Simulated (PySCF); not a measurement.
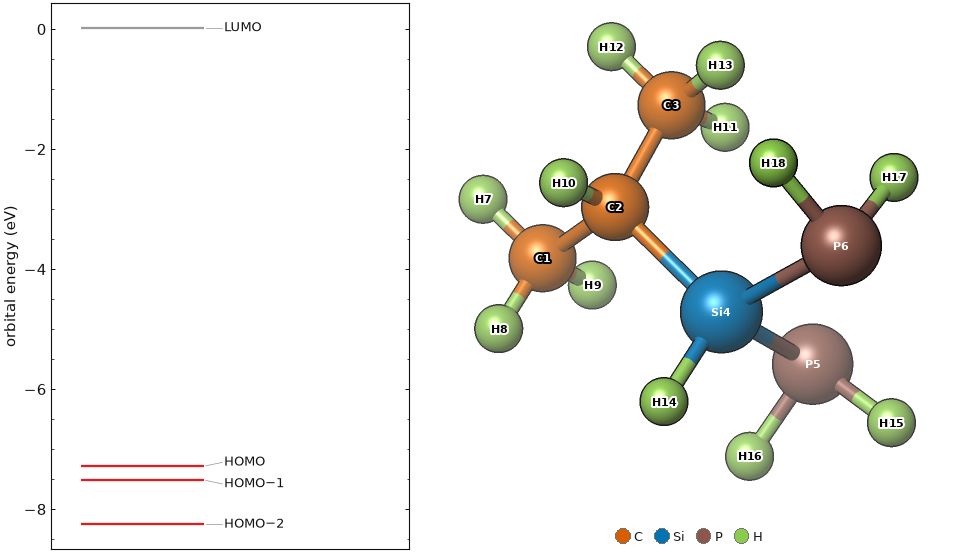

C₃H₁₂P₂Si, SMILES CC(C)[SiH](P)P. Kohn-Sham orbital energies near the frontier, PBE0/def2-SVPD, PySCF 2.14.0, at a GFN2-xTB geometry (no frequency check), isolated molecule; empty levels in grey, levels within 0.03 eV side by side.

Question: Where do the frontier orbitals lie?

Answer: HOMO at −7.28 eV, LUMO at 0.02 eV, 7.30 eV apart.

Question: List the levels with the atoms that carry most of them (a dash for levels above zero or within 0.03 eV of another, where shares mean little).

Answer:
```csv
orbital,energy (eV),Löwdin shares
LUMO,0.02,–
HOMO,−7.28,"P6 52 %, Si4 13 %, C2 9 %"
HOMO−1,−7.52,"P5 59 %, Si4 14 %, H16/H15 6 % each"
HOMO−2,−8.25,"C2 21 %, Si4 21 %, P5 14 %"
```

Caveats: the tight-binding geometry is rougher than a DFT one and adds to the error; one conformer of a flexible molecule; empty levels above zero depend strongly on the basis.
